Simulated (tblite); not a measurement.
**Geometry relaxation, with input and output: C₆H₉O₂P**

C₆H₉O₂P, SMILES CP(CO)c1ccco1, computed with GFN2-xTB geometry optimisation, gas phase (tblite 0.8.0).

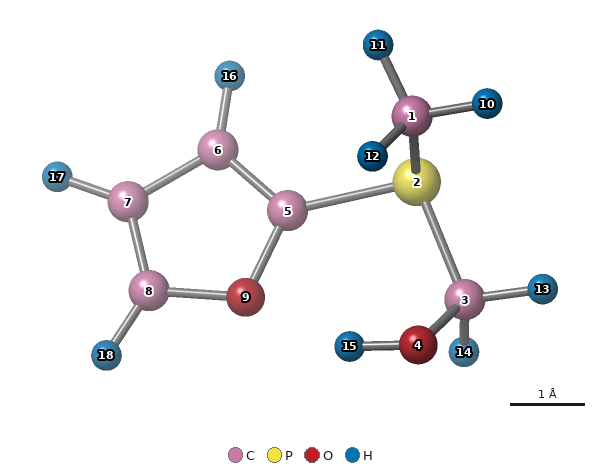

Figure 1. The starting structure (ball-and-stick view, seen at a tilt; atoms are numbered from 1 in the order of the input). Bond lengths as drawn: C–C 1.37 to 1.42 Å, C–H 1.08 to 1.11 Å, C–O 1.36 to 1.43 Å, C–P 1.82 to 1.83 Å and H–O 0.97 Å.

Input file:
```
{"job": {"kind": "relax", "xc": "GFN2-xTB", "basis": "xTB"}, "charge": 0, "multiplicity": 1}
C     -1.250500     1.833800     0.366900
P     -1.113400     0.139200     1.025000
C     -2.133800    -0.770200    -0.191000
O     -1.866300    -0.544000    -1.582100
C      0.571100    -0.286700     0.469000
C      1.738800     0.043600     1.103400
C      2.796000    -0.470700     0.306300
C      2.201700    -1.079500    -0.761700
O      0.849600    -0.976000    -0.680800
H     -2.292800     2.192200     0.472700
H     -0.615600     2.520500     0.922300
H     -0.985600     1.891100    -0.687400
H     -3.196200    -0.493900    -0.022700
H     -2.059500    -1.843600    -0.010300
H     -0.910900    -0.710700    -1.660300
H      1.832100     0.589500     2.048400
H      3.858800    -0.408200     0.501800
H      2.567700    -1.620200    -1.630900
```

The first line tells a small driver script what to run in tblite; the rest is the geometry in Å.

Hardware: 1 CPU thread, shared host.

Run as:
```bash
OMP_NUM_THREADS=1 python <driver script> task.json out
```

What the program printed:
```
step      E/eV     max force
  0    -763.32213    1.594
  1    -763.39978    0.477
  2    -763.42031    0.322
  3    -763.42920    0.310
  4    -763.43697    0.210
  5    -763.44120    0.168
  6    -763.44476    0.141
  7    -763.44699    0.133
  8    -763.44887    0.128
  9    -763.45064    0.122
 10    -763.45260    0.135
 11    -763.45451    0.107
 12    -763.45658    0.155
 13    -763.45904    0.177
 14    -763.46137    0.127
 15    -763.46281    0.072
 16    -763.46347    0.059
 17    -763.46394    0.052
 18    -763.46459    0.060
 19    -763.46530    0.065
 20    -763.46588    0.058
 21    -763.46629    0.053
 22    -763.46671    0.044
 23    -763.46722    0.055
 24    -763.46776    0.069
 25    -763.46820    0.058
 26    -763.46853    0.039
 27    -763.46887    0.048
 28    -763.46926    0.059
 29    -763.46965    0.077
 30    -763.47000    0.064
 31    -763.47035    0.062
 32    -763.47069    0.053
 33    -763.47101    0.048
 34    -763.47128    0.051
 35    -763.47159    0.043
 36    -763.47197    0.059
 37    -763.47236    0.059
 38    -763.47265    0.045
 39    -763.47283    0.035
 40    -763.47299    0.037
 41    -763.47317    0.041
 42    -763.47337    0.039
 43    -763.47355    0.036
 44    -763.47369    0.026
 45    -763.47380    0.023
 46    -763.47391    0.028
 47    -763.47400    0.029
 48    -763.47408    0.021
 49    -763.47418    0.023
 50    -763.47429    0.024
 51    -763.47441    0.022
 52    -763.47451    0.028
 53    -763.47461    0.031
 54    -763.47473    0.031
 55    -763.47487    0.028
 56    -763.47502    0.029
 57    -763.47516    0.028
 58    -763.47529    0.026
 59    -763.47542    0.025
 60    -763.47551    0.019
 61    -763.47557    0.017
 62    -763.47562    0.017
 63    -763.47568    0.020
 64    -763.47576    0.018
 65    -763.47582    0.015
 66    -763.47586    0.018
 67    -763.47591    0.023
 68    -763.47597    0.024
 69    -763.47605    0.022
 70    -763.47613    0.020
 71    -763.47621    0.020
 72    -763.47629    0.030
 73    -763.47642    0.034
 74    -763.47659    0.032
 75    -763.47676    0.024
 76    -763.47689    0.025
 77    -763.47703    0.035
 78    -763.47723    0.044
 79    -763.47751    0.044
 80    -763.47776    0.032
 81    -763.47795    0.032
 82    -763.47811    0.032
 83    -763.47832    0.042
 84    -763.47855    0.038
 85    -763.47878    0.038
 86    -763.47900    0.042
 87    -763.47924    0.042
 88    -763.47947    0.044
 89    -763.47964    0.039
 90    -763.47976    0.025
 91    -763.47989    0.020
 92    -763.48003    0.033
 93    -763.48016    0.035
 94    -763.48038    0.034
 95    -763.48064    0.040
 96    -763.48100    0.044
 97    -763.48141    0.044
 98    -763.48184    0.046
 99    -763.48225    0.050
100    -763.48261    0.085
101    -763.48334    0.058
102    -763.48428    0.055
103    -763.48527    0.052
104    -763.48565    0.048
105    -763.48634    0.039
106    -763.48683    0.060
107    -763.48682    0.092
108    -763.48733    0.033
109    -763.48744    0.025
110    -763.48757    0.026
111    -763.48769    0.028
112    -763.48782    0.030
113    -763.48792    0.020
114    -763.48799    0.017
115    -763.48804    0.018
116    -763.48809    0.022
117    -763.48817    0.025
118    -763.48831    0.026
119    -763.48850    0.034
120    -763.48875    0.035
121    -763.48908    0.047
122    -763.48947    0.047
123    -763.48969    0.072
124    -763.49012    0.041
125    -763.49037    0.030
126    -763.49066    0.036
127    -763.49080    0.037
128    -763.49098    0.025
129    -763.49106    0.019
130    -763.49110    0.015
131    -763.49113    0.017
132    -763.49116    0.012
133    -763.49119    0.010
134    -763.49121    0.013
135    -763.49123    0.015
136    -763.49127    0.016
137    -763.49133    0.022
138    -763.49142    0.021
139    -763.49149    0.016
140    -763.49153    0.010
```

Trajectory as extended XYZ (Å, eV, eV/Å), 6 of the 141 frames kept, from step=0 to step=140:
```
18
Properties=species:S:1:pos:R:3:forces:R:3 step=0 energy=-763.32213
C    -1.2505    1.8338    0.3669   -0.4900   0.8050  -0.3920
P    -1.1134    0.1392    1.0250    0.2580  -0.2480   0.9050
C    -2.1338   -0.7702   -0.1910   -0.7840  -0.1440  -1.3800
O    -1.8663   -0.5440   -1.5821    0.3840   0.0900   0.9830
C     0.5711   -0.2867    0.4690    0.1620   0.1350  -0.3120
C     1.7388    0.0436    1.1034    0.2250   0.1480   0.3730
C     2.7960   -0.4707    0.3063    0.0150  -0.1240  -0.1670
C     2.2017   -1.0795   -0.7617   -0.3260  -0.0760  -0.0650
O     0.8496   -0.9760   -0.6808    0.3360   0.2180   0.4410
H    -2.2928    2.1922    0.4727    0.4290  -0.3050   0.0300
H    -0.6156    2.5205    0.9223    0.0870  -0.1020   0.0970
H    -0.9856    1.8911   -0.6874    0.0230  -0.0820  -0.1100
H    -3.1962   -0.4939   -0.0227    0.4420  -0.0020  -0.0780
H    -2.0595   -1.8436   -0.0103    0.0840  -0.2460   0.2800
H    -0.9109   -0.7107   -1.6603   -0.3110   0.0460  -0.3100
H     1.8321    0.5895    2.0484   -0.0920  -0.3990  -0.6830
H     3.8588   -0.4082    0.5018   -0.4060   0.0030  -0.0670
H     2.5677   -1.6202   -1.6309   -0.0360   0.2830   0.4540
18
Properties=species:S:1:pos:R:3:forces:R:3 step=28 energy=-763.46926
C    -1.2623    1.8335    0.3545    0.0060  -0.0240   0.0030
P    -1.1308    0.1393    1.0943    0.0520  -0.0080  -0.0260
C    -2.0957   -0.7854   -0.2324    0.0220   0.0130   0.0400
O    -1.8152   -0.4217   -1.5518   -0.0130   0.0020  -0.0220
C     0.5670   -0.2407    0.5396    0.0070   0.0180  -0.0050
C     1.7630    0.0613    1.1326   -0.0110   0.0000  -0.0090
C     2.7709   -0.4798    0.3006   -0.0160   0.0100   0.0090
C     2.1212   -1.0833   -0.7296    0.0010   0.0010   0.0050
O     0.7901   -0.9508   -0.5952    0.0020   0.0110   0.0120
H    -2.2785    2.1909    0.5057   -0.0070   0.0160   0.0160
H    -0.5689    2.5000    0.8619    0.0080  -0.0020   0.0120
H    -1.0424    1.8039   -0.7112   -0.0090  -0.0090  -0.0210
H    -3.1488   -0.5453   -0.0570   -0.0210   0.0160  -0.0110
H    -1.9654   -1.8623   -0.0629    0.0380  -0.0280  -0.0070
H    -0.9213   -0.7172   -1.7665    0.0110   0.0200   0.0220
H     1.9035    0.6039    2.0459   -0.0350  -0.0100  -0.0190
H     3.8302   -0.4272    0.4525   -0.0290  -0.0070  -0.0080
H     2.4747   -1.6127   -1.5926   -0.0060  -0.0190   0.0100
18
Properties=species:S:1:pos:R:3:forces:R:3 step=56 energy=-763.47502
C    -1.2767    1.8402    0.3628    0.0000  -0.0170   0.0130
P    -1.1345    0.1419    1.0884    0.0090  -0.0220  -0.0160
C    -2.0725   -0.7967   -0.2456   -0.0010  -0.0030  -0.0040
O    -1.8176   -0.3873   -1.5572    0.0020   0.0070  -0.0010
C     0.5601   -0.2255    0.5254    0.0030  -0.0210   0.0170
C     1.7548    0.0845    1.1150    0.0020   0.0170  -0.0150
C     2.7615   -0.4919    0.3061   -0.0050   0.0010  -0.0010
C     2.1113   -1.1241   -0.7065   -0.0030  -0.0030   0.0010
O     0.7808   -0.9767   -0.5825    0.0000   0.0190  -0.0040
H    -2.2640    2.2310    0.6001    0.0060   0.0150   0.0010
H    -0.5198    2.4764    0.8165   -0.0130   0.0170  -0.0100
H    -1.1469    1.8066   -0.7183   -0.0050   0.0050   0.0120
H    -3.1369   -0.6215   -0.0625   -0.0040   0.0170  -0.0010
H    -1.8760   -1.8687   -0.1052    0.0060  -0.0070   0.0050
H    -0.9009   -0.6070   -1.7671    0.0020  -0.0060  -0.0060
H     1.8862    0.6594    2.0093    0.0070  -0.0130  -0.0060
H     3.8205   -0.4493    0.4600   -0.0110   0.0120   0.0030
H     2.4619   -1.6850   -1.5505    0.0050  -0.0150   0.0120
18
Properties=species:S:1:pos:R:3:forces:R:3 step=84 energy=-763.47855
C    -1.3073    1.8355    0.4225   -0.0040  -0.0120   0.0070
P    -1.1316    0.1125    1.0816   -0.0070  -0.0180  -0.0300
C    -2.0613   -0.7779   -0.2910    0.0020   0.0080   0.0130
O    -1.7529   -0.3550   -1.5877   -0.0050  -0.0020   0.0160
C     0.5619   -0.2313    0.5060    0.0100   0.0010   0.0160
C     1.7562    0.1399    1.0609    0.0110  -0.0120   0.0010
C     2.7648   -0.4828    0.2901   -0.0010   0.0180  -0.0180
C     2.1174   -1.1986   -0.6674    0.0060  -0.0040   0.0190
O     0.7854   -1.0629   -0.5429    0.0080   0.0350   0.0120
H    -2.2661    2.2260    0.7581   -0.0010   0.0120  -0.0090
H    -0.5118    2.4605    0.8215    0.0070  -0.0160   0.0050
H    -1.2768    1.8291   -0.6667    0.0160  -0.0020   0.0130
H    -3.1218   -0.5617   -0.1301   -0.0090  -0.0130  -0.0270
H    -1.9066   -1.8583   -0.1641   -0.0040   0.0100   0.0020
H    -0.8431   -0.6164   -1.7800   -0.0130   0.0050   0.0030
H     1.8886    0.7756    1.9134   -0.0050  -0.0050  -0.0290
H     3.8237   -0.4102    0.4317   -0.0050   0.0030  -0.0020
H     2.4726   -1.8176   -1.4677   -0.0060  -0.0090   0.0100
18
Properties=species:S:1:pos:R:3:forces:R:3 step=112 energy=-763.48782
C    -1.2820    1.7881    0.5692   -0.0130   0.0060  -0.0010
P    -1.1713    0.0123    1.0792    0.0060   0.0000  -0.0030
C    -2.0717   -0.7458   -0.3896   -0.0030  -0.0030  -0.0010
O    -1.6367   -0.2932   -1.6396   -0.0040   0.0020   0.0030
C     0.5294   -0.2821    0.5040   -0.0040   0.0020  -0.0030
C     1.7097    0.2787    0.9082    0.0050   0.0000   0.0030
C     2.7329   -0.4006    0.2079    0.0000   0.0120   0.0190
C     2.1093   -1.3357   -0.5557   -0.0080  -0.0040   0.0010
O     0.7767   -1.2781   -0.3817   -0.0150  -0.0020   0.0080
H    -2.2277    2.1953    0.9209    0.0000  -0.0060  -0.0050
H    -0.4654    2.3399    1.0288   -0.0180   0.0090   0.0030
H    -1.2272    1.8696   -0.5158    0.0050  -0.0040   0.0050
H    -3.1227   -0.4563   -0.2969   -0.0010  -0.0020   0.0070
H    -2.0065   -1.8388   -0.3035    0.0000   0.0030  -0.0070
H    -0.7475   -0.6369   -1.7900    0.0090   0.0090   0.0000
H     1.8279    1.0745    1.6152    0.0040   0.0020  -0.0100
H     3.7848   -0.2148    0.2709    0.0260  -0.0120  -0.0080
H     2.4793   -2.0698   -1.2431    0.0100  -0.0110  -0.0120
18
Properties=species:S:1:pos:R:3:forces:R:3 step=140 energy=-763.49153
C    -1.3065    1.7715    0.6433    0.0010   0.0020  -0.0020
P    -1.1713   -0.0207    1.0791    0.0020   0.0050   0.0050
C    -2.0531   -0.7234   -0.4279   -0.0080  -0.0030  -0.0040
O    -1.5952   -0.2235   -1.6520    0.0080  -0.0010   0.0030
C     0.5302   -0.2884    0.4945   -0.0030   0.0010  -0.0040
C     1.7079    0.3389    0.7964    0.0030   0.0040  -0.0020
C     2.7279   -0.4001    0.1534    0.0010   0.0060   0.0010
C     2.1057   -1.4309   -0.4771   -0.0030   0.0030   0.0020
O     0.7773   -1.3776   -0.2744   -0.0030  -0.0010   0.0000
H    -2.3007    2.1195    0.9170    0.0030  -0.0090   0.0020
H    -0.5694    2.3350    1.2100   -0.0010  -0.0020  -0.0040
H    -1.1499    1.9121   -0.4253    0.0030   0.0020   0.0040
H    -3.1045   -0.4349   -0.3425   -0.0080  -0.0010   0.0050
H    -1.9912   -1.8189   -0.3844    0.0030   0.0010  -0.0020
H    -0.6980   -0.5490   -1.7927    0.0030  -0.0020  -0.0060
H     1.8290    1.2190    1.3940    0.0000   0.0040   0.0050
H     3.7778   -0.1900    0.1624   -0.0010  -0.0050   0.0010
H     2.4753   -2.2325   -1.0853    0.0000  -0.0050  -0.0030
```

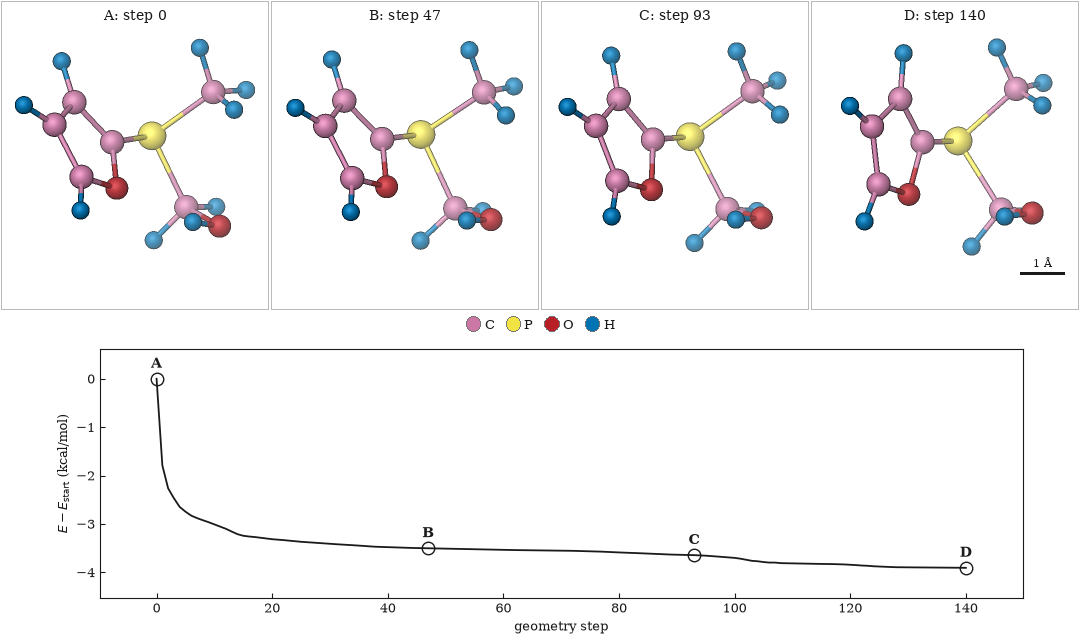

Figure 2. Frames of the relaxation (ball-and-stick view, seen at a tilt) above the curves, on which the letters mark them (steps are counted from 0).

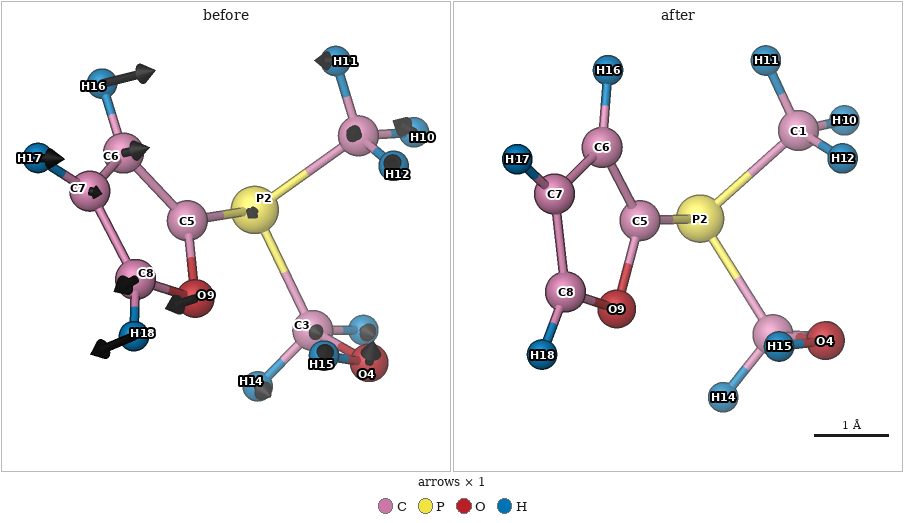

Figure 3. Before (left) and after (right) the relaxation, at one scale (ball-and-stick view, seen at a tilt). The black arrows give the displacements, at true length. The largest move after the best rigid fit is that of H16, 0.91 Å. Largest moves by element: H 0.91 Å, O 0.57 Å, C 0.46 Å, P 0.18 Å. Among the contacts that change: P2–C3 1.829 → 1.882 Å, C3–O4 1.435 → 1.399 Å, C1–P2 1.823 → 1.849 Å, C6–H16 1.095 → 1.071 Å. Among the angles that change: P2–C5–O9 124.1° → 118.1°, P2–C5–C6 126.1° → 131.8°, C3–O4–H15 103.5° → 108.1°. Over 140 geometry steps the energy falls by 3.91 kcal/mol. Largest force component: 1.4 eV/Å at the start, 0.009 eV/Å at the end. (Atoms are counted from 1 in the order of the input.)

Results in brief:

```json
{"quantity": "outcome", "value": "converged"}
{"quantity": "total energy", "value": "−763.4915 eV"}
{"quantity": "wall time", "value": "1.1 s"}
{"quantity": "peak memory", "value": "0.18 GiB"}
```
